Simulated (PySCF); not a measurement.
# BCCD(T)/STO-6G run of HBS (hydrogen boron sulfide)

Aim: the energy change on altering one bond length of HBS (hydrogen boron sulfide) at BCCD(T)/STO-6G, from 2 runs. The job is set up through a Python script.

The calculation is run with PySCF 2.14.0.

9 further runs of the same task are left out: 9 set aside as unsound or not needed.

### 1 Starting point

HBS: 3 atoms, total charge 0, spin state singlet. SMILES: `B=S`. The coordinates come from a PBE0-D4/def2-TZVP relaxation.

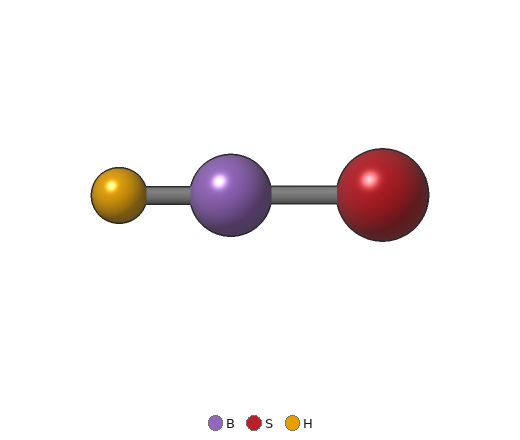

The structure, seen from a chosen angle (boron purple, sulfur red, hydrogen amber).

### 2 A single-point energy at BCCD(T)/STO-6G

File job.py:

```python
from pyscf import gto, scf, cc
from pyscf.cc.bccd import bccd_kernel_

mol = gto.M(
    atom='''
B     -0.038660    -0.014560     0.134750
S      0.399170     0.147640    -1.393290
H     -0.360510    -0.133080     1.258530
''',
    basis='sto-6g',
    max_memory=1860,
    spin=0,
    verbose=3,
)

mf = scf.RHF(mol)
mf.conv_tol = 1e-10
mf.kernel()
if not mf.converged:
    mf = mf.newton().run(mf.mo_coeff, mf.mo_occ)

mycc = cc.CCSD(mf, frozen=6).run()
mycc = bccd_kernel_(mycc, diis=True)
e_t = mycc.ccsd_t()
e_tot = mycc.e_tot + e_t
print('E(%s) = %.9f' % ('BCCD(T)', e_tot))
```

Launch:

```bash
$ OMP_NUM_THREADS=1 python job.py
```

The program printed:

```text
converged SCF energy = -421.364149347634
E(CCSD) = -421.477726064297  E_corr = -0.1135767166629547
BCCD loop starts.

******** <class 'pyscf.cc.ccsd.CCSD'> ********
CC2 = 0
CCSD nocc = 5, nmo = 9
frozen orbitals 6
max_cycle = 50
direct = 0
conv_tol = 1e-07
conv_tol_normt = 1e-05
diis_space = 6
diis_start_cycle = 0
diis_start_energy_diff = 1e+09
Init E_corr(CCSD) = -0.106245809709109
cycle = 1  E_corr(CCSD) = -0.134809914347801  dE = -0.0285641046  norm(t1,t2) = 0.127615
cycle = 2  E_corr(CCSD) = -0.123732109234999  dE = 0.0110778051  norm(t1,t2) = 0.0271131
cycle = 3  E_corr(CCSD) = -0.126292919457796  dE = -0.00256081022  norm(t1,t2) = 0.0143193
cycle = 4  E_corr(CCSD) = -0.12622102769205  dE = 7.18917657e-05  norm(t1,t2) = 0.00438884
cycle = 5  E_corr(CCSD) = -0.126112794327382  dE = 0.000108233365  norm(t1,t2) = 0.000773615
cycle = 6  E_corr(CCSD) = -0.126068364884846  dE = 4.44294425e-05  norm(t1,t2) = 0.000258199
cycle = 7  E_corr(CCSD) = -0.126058570895929  dE = 9.79398892e-06  norm(t1,t2) = 6.99999e-05
cycle = 8  E_corr(CCSD) = -0.126055927756842  dE = 2.64313909e-06  norm(t1,t2) = 1.68707e-05
cycle = 9  E_corr(CCSD) = -0.126055242099428  dE = 6.85657413e-07  norm(t1,t2) = 3.71952e-06
cycle = 10  E_corr(CCSD) = -0.126055224069969  dE = 1.80294592e-08  norm(t1,t2) = 5.22167e-07
CCSD converged
E(CCSD) = -421.4748686637205  E_corr = -0.1260552240699692
BCC iter:    0  E:    -421.474868663721  dE:    2.857e-03  |t1|:    3.222e-02

******** <class 'pyscf.cc.ccsd.CCSD'> ********
CC2 = 0
CCSD nocc = 5, nmo = 9
frozen orbitals 6
max_cycle = 50
direct = 0
conv_tol = 1e-07
conv_tol_normt = 1e-05
diis_space = 6
diis_start_cycle = 0
diis_start_energy_diff = 1e+09
Init E_corr(CCSD) = -0.122022497681064
cycle = 1  E_corr(CCSD) = -0.117324909093346  dE = 0.00469758859  norm(t1,t2) = 0.0358882
cycle = 2  E_corr(CCSD) = -0.120188580685439  dE = -0.00286367159  norm(t1,t2) = 0.0070958
cycle = 3  E_corr(CCSD) = -0.119561448090785  dE = 0.000627132595  norm(t1,t2) = 0.00338541
cycle = 4  E_corr(CCSD) = -0.119581368869218  dE = -1.99207784e-05  norm(t1,t2) = 0.000685536
cycle = 5  E_corr(CCSD) = -0.119610689453965  dE = -2.93205847e-05  norm(t1,t2) = 0.000171369
cycle = 6  E_corr(CCSD) = -0.119618323889667  dE = -7.6344357e-06  norm(t1,t2) = 4.84796e-05
cycle = 7  E_corr(CCSD) = -0.119620046887872  dE = -1.7229982e-06  norm(t1,t2) = 1.3317e-05
cycle = 8  E_corr(CCSD) = -0.119620431609658  dE = -3.84721786e-07  norm(t1,t2) = 2.78132e-06
cycle = 9  E_corr(CCSD) = -0.119620568953721  dE = -1.37344064e-07  norm(t1,t2) = 7.70067e-07
cycle = 10  E_corr(CCSD) = -0.119620577965256  dE = -9.01153437e-09  norm(t1,t2) = 1.03187e-07
CCSD converged
E(CCSD) = -421.4756952734897  E_corr = -0.1196205779652555
BCC iter:    1  E:    -421.475695273490  dE:   -8.266e-04  |t1|:    1.868e-03

******** <class 'pyscf.cc.ccsd.CCSD'> ********
CC2 = 0
CCSD nocc = 5, nmo = 9
frozen orbitals 6
max_cycle = 50
direct = 0
conv_tol = 1e-07
conv_tol_normt = 1e-05
diis_space = 6
diis_start_cycle = 0
diis_start_energy_diff = 1e+09
Init E_corr(CCSD) = -0.119728329181328
cycle = 1  E_corr(CCSD) = -0.12001930933526  dE = -0.000290980154  norm(t1,t2) = 0.00198325
cycle = 2  E_corr(CCSD) = -0.119860256854669  dE = 0.000159052481  norm(t1,t2) = 0.000398964
cycle = 3  E_corr(CCSD) = -0.119895683182916  dE = -3.54263282e-05  norm(t1,t2) = 0.000188026
cycle = 4  E_corr(CCSD) = -0.119894454574295  dE = 1.22860862e-06  norm(t1,t2) = 3.92379e-05
cycle = 5  E_corr(CCSD) = -0.119892943846833  dE = 1.51072746e-06  norm(t1,t2) = 9.33038e-06
cycle = 6  E_corr(CCSD) = -0.119892530154399  dE = 4.13692434e-07  norm(t1,t2) = 2.71175e-06
cycle = 7  E_corr(CCSD) = -0.11989238508917  dE = 1.4506523e-07  norm(t1,t2) = 8.94761e-07
cycle = 8  E_corr(CCSD) = -0.119892364679441  dE = 2.04097286e-08  norm(t1,t2) = 1.4308e-07
CCSD converged
E(CCSD) = -421.4756484218611  E_corr = -0.1198923646794411
BCC iter:    2  E:    -421.475648421861  dE:    4.685e-05  |t1|:    1.817e-05

******** <class 'pyscf.cc.ccsd.CCSD'> ********
CC2 = 0
CCSD nocc = 5, nmo = 9
frozen orbitals 6
max_cycle = 50
direct = 0
conv_tol = 1e-07
conv_tol_normt = 1e-05
diis_space = 6
diis_start_cycle = 0
diis_start_energy_diff = 1e+09
Init E_corr(CCSD) = -0.119892209145272
cycle = 1  E_corr(CCSD) = -0.119891717294981  dE = 4.91850291e-07  norm(t1,t2) = 1.48602e-05
cycle = 2  E_corr(CCSD) = -0.11989205949255  dE = -3.42197569e-07  norm(t1,t2) = 3.31335e-06
cycle = 3  E_corr(CCSD) = -0.11989192487427  dE = 1.3461828e-07  norm(t1,t2) = 8.7889e-07
cycle = 4  E_corr(CCSD) = -0.119891977645634  dE = -5.27713641e-08  norm(t1,t2) = 2.89723e-07
CCSD converged
E(CCSD) = -421.4756485710175  E_corr = -0.1198919776456338
BCC iter:    3  E:    -421.475648571018  dE:   -1.492e-07  |t1|:    2.713e-07
CCSD(T) correction = -0.00827026041925945
E(BCCD(T)) = -421.483918831
```

Wall time 1.2 s (1 thread of Arm Neoverse V1, shared host); peak memory 0.1 GiB.

### 3 The distorted shape, same level

File input.py:

```python
from pyscf import gto, cc
from pyscf.cc.bccd import bccd_kernel_

system = gto.Mole()
system.atom = '''
B      1.021733     0.375638    -3.567960
S      1.849112     0.682151    -6.455537
H     -0.681265    -0.251485     2.378277
'''
system.unit = 'bohr'
system.max_memory = 1860
system.verbose = 4
system.charge = 0
system.basis = 'sto-6g'
system.build()

hf = system.RHF()
hf.conv_tol = 1e-10
hf.kernel()
if not hf.converged:
    hf = hf.newton().run(hf.mo_coeff, hf.mo_occ)

mycc = cc.CCSD(hf, frozen=6).run()
mycc = bccd_kernel_(mycc, diis=True)
e_t = mycc.ccsd_t()
etot = mycc.e_tot + e_t
print('E(%s) = %.9f' % ('BCCD(T)', etot))
```

Launch:

```bash
$ OMP_NUM_THREADS=1 python input.py
```

The program printed:

```text
PySCF version 2.14.0

[INPUT] num. atoms = 3
[INPUT] num. electrons = 22
[INPUT] charge = 0
[INPUT] spin (= nelec alpha-beta = 2S) = 0
[INPUT] symmetry False subgroup None
[INPUT] Mole.unit = bohr
[INPUT] Symbol           X                Y                Z      unit          X                Y                Z       unit  Magmom
[INPUT]  1 B      0.540677819245   0.198779069156  -1.888083121474 AA    1.021733000000   0.375638000000  -3.567960000000 Bohr   0.0
[INPUT]  2 S      0.978507930839   0.360978763606  -3.416123064651 AA    1.849112000000   0.682151000000  -6.455537000000 Bohr   0.0
[INPUT]  3 H     -0.360509912597  -0.133080130888   1.258529989655 AA   -0.681265000000  -0.251485000000   2.378277000000 Bohr   0.0

nuclear repulsion = 29.032101134466
number of shells = 9
number of NR pGTOs = 90
number of NR cGTOs = 15
basis = sto-6g
ecp = {}

******** <class 'pyscf.scf.hf.RHF'> ********
method = RHF
initial guess = minao
damping factor = 0
level_shift factor = 0
DIIS = <class 'pyscf.scf.diis.CDIIS'>
diis_start_cycle = 1
diis_space = 8
diis_damp = 0
SCF conv_tol = 1e-10
SCF conv_tol_grad = None
SCF max_cycles = 50
direct_scf = True
direct_scf_tol = 1e-13
Set gradient conv threshold to 1e-05
Initial guess from minao.
init E= -420.91823423548
  HOMO = -0.134381934296358  LUMO = -0.0931158975971179  gap/eV = 1.12291
cycle= 1 E= -420.851961081769  delta_E= 0.0663  |g|= 0.45  |ddm|= 2.25
  HOMO = -0.222998217655727  LUMO = -0.0162018593311567  gap/eV = 5.62722
cycle= 2 E= -420.783840387789  delta_E= 0.0681  |g|= 0.633  |ddm|= 1.59
  HOMO = -0.193192211505749  LUMO = 0.000574741410262591  gap/eV = 5.27267
cycle= 3 E= -420.946261007359  delta_E= -0.162  |g|= 0.0739  |ddm|= 1.08
  HOMO = -0.183817177737734  LUMO = 0.0144930530425827  gap/eV = 5.39630
cycle= 4 E= -420.950865676436  delta_E= -0.0046  |g|= 0.0225  |ddm|= 0.192
  HOMO = -0.188225766380766  LUMO = 0.019938647513603  gap/eV = 5.66444
cycle= 5 E= -420.951594607078  delta_E= -0.000729  |g|= 0.0111  |ddm|= 0.0886
  HOMO = -0.187982603013922  LUMO = 0.020271565124373  gap/eV = 5.66688
cycle= 6 E= -420.95178572561  delta_E= -0.000191  |g|= 0.00206  |ddm|= 0.057
  HOMO = -0.187839204118796  LUMO = 0.0211930395167077  gap/eV = 5.68806
cycle= 7 E= -420.951791365406  delta_E= -5.64e-06  |g|= 0.000586  |ddm|= 0.0121
  HOMO = -0.187806509314409  LUMO = 0.0211609749684567  gap/eV = 5.68629
cycle= 8 E= -420.951791554195  delta_E= -1.89e-07  |g|= 4.57e-05  |ddm|= 0.0013
  HOMO = -0.187810466639556  LUMO = 0.0211626404303341  gap/eV = 5.68645
cycle= 9 E= -420.951791555563  delta_E= -1.37e-09  |g|= 2.88e-06  |ddm|= 0.000136
  HOMO = -0.187810250136954  LUMO = 0.0211632146929035  gap/eV = 5.68646
cycle= 10 E= -420.951791555573  delta_E= -1.04e-11  |g|= 3.36e-07  |ddm|= 1.26e-05
  HOMO = -0.187810262239784  LUMO = 0.0211631113630728  gap/eV = 5.68646
Extra cycle  E= -420.951791555573  delta_E= 6.82e-13  |g|= 5.38e-07  |ddm|= 1.51e-06
converged SCF energy = -420.951791555573

******** <class 'pyscf.cc.ccsd.CCSD'> ********
CC2 = 0
CCSD nocc = 5, nmo = 9
frozen orbitals 6
max_cycle = 50
direct = 0
conv_tol = 1e-07
conv_tol_normt = 1e-05
diis_space = 6
diis_start_cycle = 0
diis_start_energy_diff = 1e+09
Init t2, MP2 energy = -421.208001832454  E_corr(MP2) -0.256210276881355
Init E_corr(CCSD) = -0.256210276881505
cycle = 1  E_corr(CCSD) = -0.281019879619991  dE = -0.0248096027  norm(t1,t2) = 0.249215
cycle = 2  E_corr(CCSD) = -0.315624598363527  dE = -0.0346047187  norm(t1,t2) = 0.0939365
cycle = 3  E_corr(CCSD) = -0.308402164242988  dE = 0.00722243412  norm(t1,t2) = 0.06986
cycle = 4  E_corr(CCSD) = -0.309748383607311  dE = -0.00134621936  norm(t1,t2) = 0.0353723
cycle = 5  E_corr(CCSD) = -0.316991150590536  dE = -0.00724276698  norm(t1,t2) = 0.0206821
cycle = 6  E_corr(CCSD) = -0.316995053139342  dE = -3.90254881e-06  norm(t1,t2) = 0.00523126
cycle = 7  E_corr(CCSD) = -0.317079638643797  dE = -8.45855045e-05  norm(t1,t2) = 0.00229593
cycle = 8  E_corr(CCSD) = -0.317286752980157  dE = -0.000207114336  norm(t1,t2) = 0.000862842
cycle = 9  E_corr(CCSD) = -0.317305248954603  dE = -1.84959744e-05  norm(t1,t2) = 0.000224431
cycle = 10  E_corr(CCSD) = -0.317288379990303  dE = 1.68689643e-05  norm(t1,t2) = 0.000109348
cycle = 11  E_corr(CCSD) = -0.31728878512271  dE = -4.05132407e-07  norm(t1,t2) = 7.51863e-05
cycle = 12  E_corr(CCSD) = -0.317292292361313  dE = -3.5072386e-06  norm(t1,t2) = 3.83705e-05
cycle = 13  E_corr(CCSD) = -0.31729131351116  dE = 9.78850152e-07  norm(t1,t2) = 1.11441e-05
cycle = 14  E_corr(CCSD) = -0.317291211082882  dE = 1.02428278e-07  norm(t1,t2) = 3.50208e-06
cycle = 15  E_corr(CCSD) = -0.317291224013889  dE = -1.29310064e-08  norm(t1,t2) = 1.7547e-06
CCSD converged
E(CCSD) = -421.2690827795866  E_corr = -0.3172912240138886
BCCD loop starts.

******** <class 'pyscf.cc.ccsd.CCSD'> ********
CC2 = 0
CCSD nocc = 5, nmo = 9
frozen orbitals 6
max_cycle = 50
direct = 0
conv_tol = 1e-07
conv_tol_normt = 1e-05
diis_space = 6
diis_start_cycle = 0
diis_start_energy_diff = 1e+09
Init E_corr(CCSD) = -0.308866385211837
cycle = 1  E_corr(CCSD) = -0.348133125140228  dE = -0.0392667399  norm(t1,t2) = 0.17401
cycle = 2  E_corr(CCSD) = -0.324675328739633  dE = 0.0234577964  norm(t1,t2) = 0.127602
cycle = 3  E_corr(CCSD) = -0.33492889124761  dE = -0.0102535625  norm(t1,t2) = 0.186589
cycle = 4  E_corr(CCSD) = -0.336497161759183  dE = -0.00156827051  norm(t1,t2) = 0.0101504
cycle = 5  E_corr(CCSD) = -0.336466250077655  dE = 3.09116815e-05  norm(t1,t2) = 0.00439065
cycle = 6  E_corr(CCSD) = -0.336311866133162  dE = 0.000154383944  norm(t1,t2) = 0.00202962
cycle = 7  E_corr(CCSD) = -0.336207992082752  dE = 0.00010387405  norm(t1,t2) = 0.000856079
cycle = 8  E_corr(CCSD) = -0.336066716890489  dE = 0.000141275192  norm(t1,t2) = 0.00041767
cycle = 9  E_corr(CCSD) = -0.336097208610847  dE = -3.04917204e-05  norm(t1,t2) = 0.000179217
cycle = 10  E_corr(CCSD) = -0.336062473260872  dE = 3.473535e-05  norm(t1,t2) = 0.000179908
cycle = 11  E_corr(CCSD) = -0.336048897088649  dE = 1.35761722e-05  norm(t1,t2) = 5.18811e-05
cycle = 12  E_corr(CCSD) = -0.336044452230256  dE = 4.44485839e-06  norm(t1,t2) = 2.28503e-05
cycle = 13  E_corr(CCSD) = -0.336045914928896  dE = -1.46269864e-06  norm(t1,t2) = 7.07455e-06
cycle = 14  E_corr(CCSD) = -0.336045683024846  dE = 2.31904049e-07  norm(t1,t2) = 2.15348e-06
cycle = 15  E_corr(CCSD) = -0.33604545340367  dE = 2.29621177e-07  norm(t1,t2) = 8.72882e-07
cycle = 16  E_corr(CCSD) = -0.336045543314415  dE = -8.99107456e-08  norm(t1,t2) = 3.82323e-07
CCSD converged
E(CCSD) = -421.2673886797775  E_corr = -0.3360455433144155
BCC iter:    0  E:    -421.267388679778  dE:    1.694e-03  |t1|:    3.452e-02

******** <class 'pyscf.cc.ccsd.CCSD'> ********
CC2 = 0
CCSD nocc = 5, nmo = 9
frozen orbitals 6
max_cycle = 50
direct = 0
conv_tol = 1e-07
conv_tol_normt = 1e-05
diis_space = 6
diis_start_cycle = 0
diis_start_energy_diff = 1e+09
Init E_corr(CCSD) = -0.331295655130247
cycle = 1  E_corr(CCSD) = -0.32408379731782  dE = 0.00721185781  norm(t1,t2) = 0.0660584
cycle = 2  E_corr(CCSD) = -0.332335605002988  dE = -0.00825180769  norm(t1,t2) = 0.0702835
cycle = 3  E_corr(CCSD) = -0.328645162647898  dE = 0.00369044236  norm(t1,t2) = 0.0991098
cycle = 4  E_corr(CCSD) = -0.328629926210192  dE = 1.52364377e-05  norm(t1,t2) = 0.00379025
cycle = 5  E_corr(CCSD) = -0.328698735727559  dE = -6.88095174e-05  norm(t1,t2) = 0.000765167
cycle = 6  E_corr(CCSD) = -0.328757705166244  dE = -5.89694387e-05  norm(t1,t2) = 0.000434081
cycle = 7  E_corr(CCSD) = -0.328771848119614  dE = -1.41429534e-05  norm(t1,t2) = 0.000190623
cycle = 8  E_corr(CCSD) = -0.328783273926293  dE = -1.14258067e-05  norm(t1,t2) = 9.68098e-05
cycle = 9  E_corr(CCSD) = -0.328796176155593  dE = -1.29022293e-05  norm(t1,t2) = 4.81644e-05
cycle = 10  E_corr(CCSD) = -0.328796932963257  dE = -7.56807664e-07  norm(t1,t2) = 1.74459e-05
cycle = 11  E_corr(CCSD) = -0.328798750864985  dE = -1.81790173e-06  norm(t1,t2) = 7.11892e-06
cycle = 12  E_corr(CCSD) = -0.328798570108307  dE = 1.80756679e-07  norm(t1,t2) = 1.52441e-06
cycle = 13  E_corr(CCSD) = -0.328798552523464  dE = 1.75848425e-08  norm(t1,t2) = 8.27186e-07
CCSD converged
E(CCSD) = -421.268510611185  E_corr = -0.3287985525234642
BCC iter:    1  E:    -421.268510611185  dE:   -1.122e-03  |t1|:    1.047e-02

******** <class 'pyscf.cc.ccsd.CCSD'> ********
CC2 = 0
CCSD nocc = 5, nmo = 9
frozen orbitals 6
max_cycle = 50
direct = 0
conv_tol = 1e-07
conv_tol_normt = 1e-05
diis_space = 6
diis_start_cycle = 0
diis_start_energy_diff = 1e+09
Init E_corr(CCSD) = -0.32908072828258
cycle = 1  E_corr(CCSD) = -0.331703937419522  dE = -0.00262320914  norm(t1,t2) = 0.0286917
cycle = 2  E_corr(CCSD) = -0.327793593523341  dE = 0.0039103439  norm(t1,t2) = 0.0397751
cycle = 3  E_corr(CCSD) = -0.330080162370871  dE = -0.00228656885  norm(t1,t2) = 0.0574811
cycle = 4  E_corr(CCSD) = -0.330150338427327  dE = -7.01760565e-05  norm(t1,t2) = 0.00062092
cycle = 5  E_corr(CCSD) = -0.33018257296294  dE = -3.22345356e-05  norm(t1,t2) = 0.000166965
cycle = 6  E_corr(CCSD) = -0.330171648583027  dE = 1.09243799e-05  norm(t1,t2) = 6.75073e-05
cycle = 7  E_corr(CCSD) = -0.330164487965684  dE = 7.16061734e-06  norm(t1,t2) = 3.40037e-05
cycle = 8  E_corr(CCSD) = -0.330163047953317  dE = 1.44001237e-06  norm(t1,t2) = 1.66188e-05
cycle = 9  E_corr(CCSD) = -0.330161379781749  dE = 1.66817157e-06  norm(t1,t2) = 7.42154e-06
cycle = 10  E_corr(CCSD) = -0.330160701940348  dE = 6.77841401e-07  norm(t1,t2) = 3.84268e-06
cycle = 11  E_corr(CCSD) = -0.330160343478761  dE = 3.58461586e-07  norm(t1,t2) = 9.75674e-07
cycle = 12  E_corr(CCSD) = -0.330160419699338  dE = -7.62205766e-08  norm(t1,t2) = 4.68039e-07
CCSD converged
E(CCSD) = -421.2683700837208  E_corr = -0.3301604196993377
BCC iter:    2  E:    -421.268370083721  dE:    1.405e-04  |t1|:    3.506e-03

******** <class 'pyscf.cc.ccsd.CCSD'> ********
CC2 = 0
CCSD nocc = 5, nmo = 9
frozen orbitals 6
max_cycle = 50
direct = 0
conv_tol = 1e-07
conv_tol_normt = 1e-05
diis_space = 6
diis_start_cycle = 0
diis_start_energy_diff = 1e+09
Init E_corr(CCSD) = -0.330200478832101
cycle = 1  E_corr(CCSD) = -0.329819667032258  dE = 0.0003808118  norm(t1,t2) = 0.00817351
cycle = 2  E_corr(CCSD) = -0.330711431494471  dE = -0.000891764462  norm(t1,t2) = 0.0116155
cycle = 3  E_corr(CCSD) = -0.330124338762731  dE = 0.000587092732  norm(t1,t2) = 0.0168338
cycle = 4  E_corr(CCSD) = -0.330147146794889  dE = -2.28080322e-05  norm(t1,t2) = 0.000157533
cycle = 5  E_corr(CCSD) = -0.330152903561117  dE = -5.75676623e-06  norm(t1,t2) = 3.89556e-05
cycle = 6  E_corr(CCSD) = -0.330150476559902  dE = 2.42700121e-06  norm(t1,t2) = 1.99137e-05
cycle = 7  E_corr(CCSD) = -0.330148271761635  dE = 2.20479827e-06  norm(t1,t2) = 8.94911e-06
cycle = 8  E_corr(CCSD) = -0.33014722528162  dE = 1.04648001e-06  norm(t1,t2) = 4.03035e-06
cycle = 9  E_corr(CCSD) = -0.330146979367815  dE = 2.45913805e-07  norm(t1,t2) = 1.52764e-06
cycle = 10  E_corr(CCSD) = -0.330146975413385  dE = 3.95443001e-09  norm(t1,t2) = 1.04074e-06
CCSD converged
E(CCSD) = -421.2683496418638  E_corr = -0.3301469754133854
BCC iter:    3  E:    -421.268349641864  dE:    2.044e-05  |t1|:    1.710e-05

******** <class 'pyscf.cc.ccsd.CCSD'> ********
CC2 = 0
CCSD nocc = 5, nmo = 9
frozen orbitals 6
max_cycle = 50
direct = 0
conv_tol = 1e-07
conv_tol_normt = 1e-05
diis_space = 6
diis_start_cycle = 0
diis_start_energy_diff = 1e+09
Init E_corr(CCSD) = -0.330146668400288
cycle = 1  E_corr(CCSD) = -0.33014784819151  dE = -1.17979122e-06  norm(t1,t2) = 3.75431e-05
cycle = 2  E_corr(CCSD) = -0.330144171743927  dE = 3.67644758e-06  norm(t1,t2) = 5.1951e-05
cycle = 3  E_corr(CCSD) = -0.330146759681931  dE = -2.587938e-06  norm(t1,t2) = 7.49214e-05
cycle = 4  E_corr(CCSD) = -0.330146631047223  dE = 1.28634708e-07  norm(t1,t2) = 8.42076e-07
cycle = 5  E_corr(CCSD) = -0.330146624429356  dE = 6.61786687e-09  norm(t1,t2) = 1.21243e-07
CCSD converged
E(CCSD) = -421.2683496446033  E_corr = -0.3301466244293562
BCC iter:    4  E:    -421.268349644603  dE:   -2.740e-09  |t1|:    2.607e-07
CCSD(T) correction = -0.0210490149893919
E(BCCD(T)) = -421.289398660
```

Wall time 1.5 s (1 thread of Arm Neoverse V1, shared host); peak memory 0.12 GiB.

### 4 Results

Level: BCCD(T)/STO-6G, 6 core orbitals frozen.

```
                                                         quantity          value
                                        first shape: total energy  -421.48392 Eh
         first shape: correlation energy (6 core orbitals frozen)     -119.8 mEh
                                      first shape: (T) correction      -8.27 mEh
                                    distorted shape: total energy  -421.28940 Eh
     distorted shape: correlation energy (6 core orbitals frozen)     -337.6 mEh
                                  distorted shape: (T) correction     -21.05 mEh
energy change with the B1–H3 bond stretched from 1.175 to 3.290 Å       5.293 eV
```

With the B1–H3 bond stretched from 1.175 to 3.290 Å the energy rises by 5.29 eV (511 kJ/mol). The first shape isn't relaxed at this level, so the change isn't measured from a minimum. A restricted reference can't describe the breaking bond well at this length. The minimal basis adds a large error of its own. The triples (first shape) make up 6.9 % of the correlation energy. The triples (distorted shape) make up 6.2 % of the correlation energy.
